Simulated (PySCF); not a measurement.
# Geometry relaxation of BSiNH4O (part 2 of 3)

Continued. System: BSiNH4O. Method: HF/pc-0, RHF, dispersion D3(0) (PySCF 2.14.0). The geometry: force field.

Geometry of the input (Å):
```
O  0.7323  1.7767  0.9257
B  0.0020  0.6161  0.4406
N  -1.2816  -0.1028  -0.0788
Si 0.0793  -1.2937  -0.1049
H  1.0089  2.2564  0.0711
H  -1.4049  0.2420  -1.0446
H  0.1762  -2.1305  1.1090
H  0.7800  -1.4214  -1.3739
```

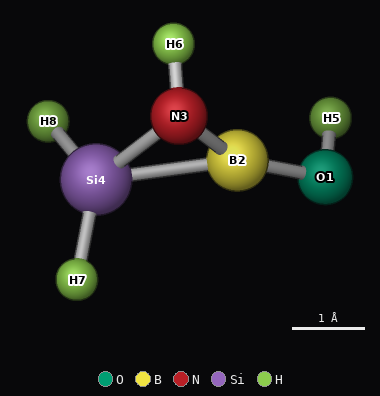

Figure 1. The structure as given in the input (ball-and-stick view, seen at a tilt; atoms are numbered from 1 in the order of the input).

Log, continued
```
Geometry optimization cycle 9
Cartesian coordinates (Angstrom)
 Atom        New coordinates             dX        dY        dZ
   O   0.778797   1.871907   0.675332    0.031388  0.008671  0.018263
   B   0.272207   0.662723   0.333884    0.015864  0.014739  0.011678
   N  -0.792534   0.037941  -0.305574   -0.000287  0.032921  0.012168
  Si   0.316125  -1.345021  -0.020669   -0.007695  0.019270  0.003346
   H   0.640832   2.762790   0.330468    0.033391  0.009904  0.020431
   H  -1.704015   0.316639  -0.645858   -0.047372 -0.130485 -0.046101
   H  -0.248902  -2.406768   0.854756   -0.018423  0.009438 -0.016097
   H   0.829690  -1.957410  -1.278138   -0.006867  0.035543 -0.003688
converged SCF energy = -444.675276820129
--------------- DFRHF_Scanner gradients ---------------
         x                y                z
0 O    -0.0049984146    -0.0024926461    -0.0033589674
1 B    -0.0062110309     0.0137415142     0.0056400914
2 N     0.0107165732    -0.0117124409    -0.0017943825
3 Si    -0.0051809525    -0.0032989959    -0.0040263169
4 H     0.0056654483     0.0007094951    -0.0001391972
5 H    -0.0010033055     0.0024171383     0.0037312333
6 H    -0.0003123168    -0.0004590517     0.0005873779
7 H     0.0013239989     0.0010949869    -0.0006398385
----------------------------------------------
cycle 9: E = -444.67527682  dE = -0.00480633  norm(grad) = 0.0258512
Step    8 : Displace = 5.950e-02/1.455e-01 (rms/max) Trust = 5.917e-02 (-) Grad = 9.140e-03/1.610e-02 (rms/max) E (change) = -444.6752768201 (-4.806e-03) Quality = 0.687
Hessian Eigenvalues: 8.96635e-03 1.78082e-02 2.88549e-02 ... 4.23858e-01 4.53672e-01 1.09546e+00

Geometry optimization cycle 10
Cartesian coordinates (Angstrom)
 Atom        New coordinates             dX        dY        dZ
   O   0.841040   1.867510   0.672084    0.062243 -0.004397 -0.003247
   B   0.333475   0.653503   0.319427    0.061268 -0.009220 -0.014456
   N  -0.766528   0.069652  -0.319359    0.026006  0.031711 -0.013785
  Si   0.315978  -1.337958  -0.028845   -0.000147  0.007063 -0.008175
   H   0.530434   2.734086   0.372407   -0.110398 -0.028704  0.041938
   H  -1.697740   0.281673  -0.653161    0.006275 -0.034967 -0.007303
   H  -0.275267  -2.364287   0.865109   -0.026364  0.042482  0.010353
   H   0.810808  -1.961379  -1.283464   -0.018882 -0.003969 -0.005325
converged SCF energy = -444.677217759247
--------------- DFRHF_Scanner gradients ---------------
         x                y                z
0 O    -0.0011221728    -0.0010120447     0.0002604721
1 B     0.0011433076     0.0087368885     0.0065116029
2 N     0.0045217611    -0.0007508903    -0.0043682632
3 Si    -0.0029238300    -0.0050927448    -0.0021041879
4 H     0.0027564158     0.0007128718    -0.0017617814
5 H    -0.0034742603    -0.0052411220     0.0020987088
6 H    -0.0011896893     0.0007072319    -0.0000805783
7 H     0.0002884679     0.0019398097    -0.0005559730
----------------------------------------------
cycle 10: E = -444.677217759  dE = -0.00194094  norm(grad) = 0.0162058
Step    9 : Displace = 6.003e-02/1.154e-01 (rms/max) Trust = 5.917e-02 (=) Grad = 5.730e-03/1.096e-02 (rms/max) E (change) = -444.6772177592 (-1.941e-03) Quality = 1.039
Hessian Eigenvalues: 5.97510e-03 1.99976e-02 3.02807e-02 ... 4.23798e-01 4.53448e-01 1.49127e+00

Geometry optimization cycle 11
Cartesian coordinates (Angstrom)
 Atom        New coordinates             dX        dY        dZ
   O   0.862575   1.850925   0.647331    0.021535 -0.016584 -0.024753
   B   0.380463   0.612300   0.304797    0.046988 -0.041203 -0.014630
   N  -0.762286   0.079993  -0.316364    0.004242  0.010341  0.002994
  Si   0.326475  -1.342813  -0.028334    0.010496 -0.004855  0.000511
   H   0.380298   2.650002   0.380424   -0.150136 -0.084085  0.008018
   H  -1.647486   0.417842  -0.667870    0.050254  0.136169 -0.014709
   H  -0.248752  -2.341036   0.899858    0.026515  0.023251  0.034748
   H   0.800913  -1.984412  -1.275642   -0.009895 -0.023034  0.007821
converged SCF energy = -444.678163432912
--------------- DFRHF_Scanner gradients ---------------
         x                y                z
0 O     0.0034283245     0.0025132357     0.0026296135
1 B     0.0032695235    -0.0026988137     0.0039752324
2 N    -0.0112051237    -0.0026844666    -0.0068011041
3 Si     0.0078371576    -0.0037685534     0.0018366285
4 H    -0.0016995547    -0.0013704222    -0.0030440661
5 H     0.0003629773     0.0034914907     0.0018256829
6 H    -0.0012038457     0.0022310628    -0.0004875238
7 H    -0.0007894588     0.0022864666     0.0000655366
----------------------------------------------
cycle 11: E = -444.678163433  dE = -0.000945674  norm(grad) = 0.0189468
Step   10 : Displace = 8.636e-02/1.691e-01 (rms/max) Trust = 8.368e-02 (+) Grad = 6.699e-03/1.338e-02 (rms/max) E (change) = -444.6781634329 (-9.457e-04) Quality = 0.323
Hessian Eigenvalues: 9.52038e-03 2.21734e-02 3.01357e-02 ... 4.23876e-01 4.53407e-01 1.47810e+00

Geometry optimization cycle 12
Cartesian coordinates (Angstrom)
 Atom        New coordinates             dX        dY        dZ
   O   0.861260   1.855154   0.629455   -0.001315  0.004228 -0.017876
   B   0.374799   0.620527   0.291918   -0.005664  0.008227 -0.012879
   N  -0.756247   0.086910  -0.321527    0.006039  0.006918 -0.005163
  Si   0.313120  -1.341984  -0.033194   -0.013354  0.000829 -0.004860
   H   0.392998   2.677057   0.417525    0.012700  0.027056  0.037100
   H  -1.649221   0.404090  -0.670729   -0.001735 -0.013752 -0.002859
   H  -0.232031  -2.353776   0.904462    0.016721 -0.012741  0.004604
   H   0.787521  -2.005178  -1.273710   -0.013392 -0.020766  0.001932
converged SCF energy = -444.678845388043
--------------- DFRHF_Scanner gradients ---------------
         x                y                z
0 O     0.0007050664     0.0014890331    -0.0004504955
1 B    -0.0043768596    -0.0048785488     0.0016234887
2 N     0.0014184610     0.0029392808    -0.0022279685
3 Si     0.0018761024    -0.0015896979     0.0007113427
4 H    -0.0003052910    -0.0001756846    -0.0013007154
5 H     0.0003165755     0.0014804571     0.0019015659
6 H     0.0002034974     0.0000960363    -0.0000064549
7 H     0.0001624480     0.0006391239    -0.0002507630
----------------------------------------------
cycle 12: E = -444.678845388  dE = -0.000681955  norm(grad) = 0.00888541
Step   11 : Displace = 2.328e-02/4.744e-02 (rms/max) Trust = 8.368e-02 (=) Grad = 3.141e-03/6.752e-03 (rms/max) E (change) = -444.6788453880 (-6.820e-04) Quality = 1.185
Hessian Eigenvalues: 8.34590e-03 2.23371e-02 3.07047e-02 ... 4.24730e-01 4.53405e-01 1.38085e+00

Geometry optimization cycle 13
Cartesian coordinates (Angstrom)
 Atom        New coordinates             dX        dY        dZ
   O   0.877677   1.861699   0.611028    0.016417  0.006545 -0.018427
   B   0.385675   0.632377   0.271694    0.010876  0.011849 -0.020225
   N  -0.752543   0.085500  -0.328719    0.003704 -0.001410 -0.007192
  Si   0.309421  -1.337947  -0.042635   -0.003699  0.004037 -0.009441
   H   0.389100   2.686432   0.470271   -0.003898  0.009375  0.052746
   H  -1.658645   0.373712  -0.670039   -0.009424 -0.030377  0.000690
   H  -0.233433  -2.338820   0.909849   -0.001402  0.014956  0.005387
   H   0.774948  -2.020153  -1.277248   -0.012573 -0.014975 -0.003538
converged SCF energy = -444.679063556841
--------------- DFRHF_Scanner gradients ---------------
         x                y                z
0 O     0.0012605639     0.0008182579    -0.0015621568
1 B    -0.0015510272     0.0002035930     0.0038444872
2 N     0.0022944953     0.0003492707    -0.0028564963
3 Si    -0.0014415591    -0.0004362043    -0.0005018347
4 H    -0.0003239942    -0.0004692237    -0.0001928964
5 H    -0.0006273566    -0.0007097673     0.0014633768
6 H    -0.0000278866    -0.0000264893     0.0000861840
7 H     0.0004167645     0.0002705630    -0.0002806639
----------------------------------------------
cycle 13: E = -444.679063557  dE = -0.000218169  norm(grad) = 0.00645975
Step   12 : Displace = 2.700e-02/5.157e-02 (rms/max) Trust = 1.183e-01 (+) Grad = 2.284e-03/4.151e-03 (rms/max) E (change) = -444.6790635568 (-2.182e-04) Quality = 0.987
Hessian Eigenvalues: 8.29362e-03 2.22972e-02 3.01720e-02 ... 4.24437e-01 4.53907e-01 1.41959e+00

Geometry optimization cycle 14
Cartesian coordinates (Angstrom)
 Atom        New coordinates             dX        dY        dZ
   O   0.874396   1.860837   0.610283   -0.003281 -0.000862 -0.000744
   B   0.385871   0.632243   0.266712    0.000197 -0.000134 -0.004982
   N  -0.755131   0.083898  -0.328290   -0.002588 -0.001602  0.000429
  Si   0.312927  -1.336262  -0.044677    0.003505  0.001685 -0.002042
   H   0.393750   2.691504   0.477773    0.004650  0.005072  0.007503
   H  -1.659992   0.374622  -0.671059   -0.001347  0.000909 -0.001020
   H  -0.230081  -2.335464   0.909663    0.003352  0.003356 -0.000186
   H   0.770460  -2.028577  -1.276205   -0.004488 -0.008424  0.001043
converged SCF energy = -444.679127799301
--------------- DFRHF_Scanner gradients ---------------
         x                y                z
0 O     0.0001178334     0.0003150909    -0.0016916589
1 B    -0.0002125647    -0.0006999844     0.0036272216
2 N     0.0010197754     0.0000387493    -0.0023868053
3 Si    -0.0003946185     0.0005990355    -0.0005946137
4 H     0.0000508104     0.0001790615    -0.0000208766
5 H    -0.0005454714    -0.0003489013     0.0011605459
6 H    -0.0002164069    -0.0000196839    -0.0001307203
7 H     0.0001806422    -0.0000633676     0.0000369073
----------------------------------------------
cycle 14: E = -444.679127799  dE = -6.42425e-05  norm(grad) = 0.00511632
Step   13 : Displace = 5.895e-03/9.981e-03 (rms/max) Trust = 1.674e-01 (+) Grad = 1.809e-03/3.700e-03 (rms/max) E (change) = -444.6791277993 (-6.424e-05) Quality = 1.446
Hessian Eigenvalues: 5.74134e-03 1.41119e-02 3.07828e-02 ... 4.26088e-01 4.55627e-01 1.42481e+00

Geometry optimization cycle 15
Cartesian coordinates (Angstrom)
 Atom        New coordinates             dX        dY        dZ
   O   0.876233   1.857556   0.607078    0.001837 -0.003281 -0.003205
   B   0.387315   0.632677   0.252099    0.001444  0.000435 -0.014613
   N  -0.760163   0.083812  -0.330333   -0.005032 -0.000085 -0.002043
  Si   0.314201  -1.334203  -0.049230    0.001274  0.002059 -0.004553
   H   0.391554   2.689342   0.499175   -0.002195 -0.002163  0.021402
   H  -1.661707   0.379638  -0.677888   -0.001714  0.005016 -0.006829
   H  -0.216172  -2.326296   0.919545    0.013909  0.009168  0.009883
   H   0.760938  -2.039726  -1.276247   -0.009522 -0.011149 -0.000042
converged SCF energy = -444.67920164058
--------------- DFRHF_Scanner gradients ---------------
         x                y                z
0 O    -0.0000134135    -0.0000220210    -0.0012175601
1 B     0.0001858721    -0.0009643488     0.0023092799
2 N    -0.0003123104    -0.0002566794    -0.0013125151
3 Si     0.0002566197     0.0010795249    -0.0007921845
4 H     0.0000683393     0.0001963606     0.0001729119
5 H    -0.0002782693     0.0002214404     0.0004978424
6 H    -0.0000377594     0.0000346624    -0.0000745063
7 H     0.0001309214    -0.0002889391     0.0004167317
----------------------------------------------
cycle 15: E = -444.679201641  dE = -7.38413e-05  norm(grad) = 0.00350075
Step   14 : Displace = 1.316e-02/2.170e-02 (rms/max) Trust = 2.367e-01 (+) Grad = 1.238e-03/2.509e-03 (rms/max) E (change) = -444.6792016406 (-7.384e-05) Quality = 1.288
Hessian Eigenvalues: 4.02540e-03 1.25945e-02 3.12586e-02 ... 4.26597e-01 4.55620e-01 1.44181e+00

Geometry optimization cycle 16
Cartesian coordinates (Angstrom)
 Atom        New coordinates             dX        dY        dZ
   O   0.876341   1.857242   0.608500    0.000108 -0.000314  0.001422
   B   0.388608   0.634385   0.244625    0.001293  0.001708 -0.007474
   N  -0.760578   0.082894  -0.330486   -0.000414 -0.000919 -0.000153
  Si   0.314939  -1.334635  -0.050340    0.000738 -0.000432 -0.001110
   H   0.390809   2.689458   0.507470   -0.000746  0.000117  0.008295
   H  -1.660203   0.379612  -0.681833    0.001504 -0.000026 -0.003945
   H  -0.211435  -2.322917   0.924785    0.004737  0.003379  0.005240
   H   0.753718  -2.043239  -1.278521   -0.007220 -0.003513 -0.002274
converged SCF energy = -444.679229041606
--------------- DFRHF_Scanner gradients ---------------
         x                y                z
0 O     0.0000737746    -0.0000481543    -0.0005382803
1 B     0.0000082592    -0.0004570569     0.0010411105
2 N    -0.0004481324    -0.0006735631    -0.0004129738
3 Si     0.0001707694     0.0007979874    -0.0007977860
4 H     0.0000393705     0.0002180573     0.0001373707
5 H     0.0000696923     0.0003497617     0.0001766948
6 H    -0.0000187325     0.0000713189     0.0000476402
7 H     0.0001049989    -0.0002583509     0.0003462238
----------------------------------------------
cycle 16: E = -444.679229042  dE = -2.7401e-05  norm(grad) = 0.00203705
Step   15 : Displace = 5.875e-03/8.226e-03 (rms/max) Trust = 3.000e-01 (+) Grad = 7.202e-04/1.141e-03 (rms/max) E (change) = -444.6792290416 (-2.740e-05) Quality = 1.350
Hessian Eigenvalues: 3.38756e-03 1.18137e-02 3.09424e-02 ... 4.26076e-01 4.55496e-01 1.41937e+00

Geometry optimization cycle 17
Cartesian coordinates (Angstrom)
 Atom        New coordinates             dX        dY        dZ
   O   0.876150   1.857803   0.610585   -0.000191  0.000561  0.002085
   B   0.390733   0.635491   0.241884    0.002125  0.001106 -0.002741
   N  -0.758652   0.083243  -0.330191    0.001926  0.000349  0.000295
  Si   0.315258  -1.335599  -0.048988    0.000319 -0.000963  0.001352
   H   0.388101   2.688441   0.508745   -0.002707 -0.001017  0.001275
   H  -1.657429   0.378974  -0.684545    0.002774 -0.000638 -0.002712
   H  -0.210652  -2.323196   0.927122    0.000783 -0.000279  0.002337
   H   0.748690  -2.042357  -1.280412   -0.005028  0.000882 -0.001891
converged SCF energy = -444.679240337608
--------------- DFRHF_Scanner gradients ---------------
         x                y                z
0 O     0.0000371307    -0.0000881880    -0.0001289854
1 B    -0.0001210910     0.0000033745     0.0002265189
2 N    -0.0000737963    -0.0004722777     0.0001242578
3 Si     0.0000227880     0.0002969959    -0.0004555253
4 H    -0.0000212602     0.0000629713     0.0000412533
5 H     0.0001154876     0.0002659562    -0.0000300995
6 H     0.0000071699     0.0000535305     0.0000831868
7 H     0.0000335714    -0.0001223627     0.0001393935
----------------------------------------------
cycle 17: E = -444.679240338  dE = -1.1296e-05  norm(grad) = 0.000876585
Step   16 : Displace = 3.273e-03/5.371e-03 (rms/max) Trust = 3.000e-01 (=) Grad = 3.099e-04/5.443e-04 (rms/max) E (change) = -444.6792403376 (-1.130e-05) Quality = 1.255
Hessian Eigenvalues: 3.60779e-03 1.15327e-02 2.96510e-02 ... 4.25987e-01 4.54305e-01 1.35861e+00

Geometry optimization cycle 18
Cartesian coordinates (Angstrom)
 Atom        New coordinates             dX        dY        dZ
   O   0.876075   1.858401   0.611575   -0.000076  0.000598  0.000990
   B   0.391392   0.635966   0.241995    0.000659  0.000476  0.000111
   N  -0.757700   0.083533  -0.330045    0.000952  0.000290  0.000146
  Si   0.315280  -1.336048  -0.047527    0.000022 -0.000449  0.001461
   H   0.387976   2.688675   0.507334   -0.000125  0.000233 -0.001411
   H  -1.656820   0.377407  -0.685026    0.000609 -0.001567 -0.000482
   H  -0.211790  -2.324743   0.926770   -0.001138 -0.001547 -0.000352
   H   0.747787  -2.040392  -1.280876   -0.000903  0.001966 -0.000464
converged SCF energy = -444.679242733674
--------------- DFRHF_Scanner gradients ---------------
         x                y                z
0 O     0.0000103081     0.0000252327    -0.0000032437
1 B    -0.0000586943     0.0000797964     0.0000335473
2 N     0.0000251402    -0.0002081040     0.0001196449
3 Si    -0.0000368598     0.0000238456    -0.0001665648
4 H    -0.0000108899    -0.0000049955     0.0000010617
5 H     0.0000672987     0.0001007299    -0.0000465080
6 H     0.0000074676     0.0000187779     0.0000468829
7 H    -0.0000037706    -0.0000352829     0.0000151798
----------------------------------------------
cycle 18: E = -444.679242734  dE = -2.39607e-06  norm(grad) = 0.000347413
Step   17 : Displace = 1.533e-03/2.368e-03 (rms/max) Trust = 3.000e-01 (=) Grad = 1.228e-04/2.414e-04 (rms/max) E (change) = -444.6792427337 (-2.396e-06) Quality = 1.237
Hessian Eigenvalues: 3.74277e-03 1.17801e-02 2.40702e-02 ... 4.26164e-01 4.54672e-01 1.28465e+00

Geometry optimization cycle 19
Cartesian coordinates (Angstrom)
 Atom        New coordinates             dX        dY        dZ
   O   0.876223   1.858400   0.611588    0.000149 -0.000002  0.000013
   B   0.391306   0.636092   0.242077   -0.000086  0.000125  0.000082
   N  -0.757701   0.083715  -0.330066   -0.000000  0.000182 -0.000021
  Si   0.315302  -1.335965  -0.046896    0.000022  0.000083  0.000631
   H   0.388537   2.688829   0.506761    0.000561  0.000154 -0.000573
   H  -1.657303   0.376417  -0.684802   -0.000483 -0.000990  0.000224
   H  -0.212441  -2.325375   0.926234   -0.000652 -0.000632 -0.000537
   H   0.748276  -2.039313  -1.280696    0.000489  0.001079  0.000180
converged SCF energy = -444.67924313247
--------------- DFRHF_Scanner gradients ---------------
         x                y                z
0 O    -0.0000057616    -0.0000051999    -0.0000072808
1 B    -0.0000167067     0.0000610292     0.0000134101
2 N     0.0000467639    -0.0000347651     0.0000639605
3 Si    -0.0000256118    -0.0000139278    -0.0000354588
4 H    -0.0000048756    -0.0000158336    -0.0000045674
5 H     0.0000102132     0.0000103129    -0.0000319942
6 H     0.0000025163     0.0000025766     0.0000119586
7 H    -0.0000065377    -0.0000041923    -0.0000100281
----------------------------------------------
cycle 19: E = -444.679243132  dE = -3.98796e-07  norm(grad) = 0.000125447
```
